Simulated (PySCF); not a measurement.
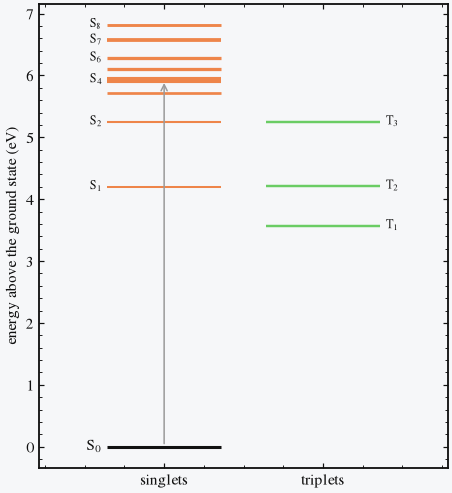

State diagram of C₅H₈GeO₂, SMILES C=C1C[O][GeH2][C@H]1C=O, singlet. Vertical TDDFT excitations, PBE0/def2-SVPD with PySCF 2.14.0, at a GFN2-xTB geometry (no frequency check), gas phase. Triplets in the Tamm-Dancoff approximation; only the lowest 8 singlets and 3 triplets were computed. Thicker singlet lines are brighter; the arrow marks the brightest.

Question: What character does the calculation give T1?

Answer: Mainly HOMO → LUMO (67 %).

Question: What is the vertical gap between S1 and T1?

Answer: 0.63 eV: S1 at 4.20 eV, T1 at 3.57 eV.

Question: What are the energy, strength and character of the state that the arrow marks?

Answer: S4 at 5.93 eV (209 nm), f = 0.072, mainly HOMO → LUMO+1 (62 %).

Known limits of this run: the tight-binding geometry is rougher than a DFT one and adds to the error; one conformer of a flexible molecule; core orbitals are frozen in the response.
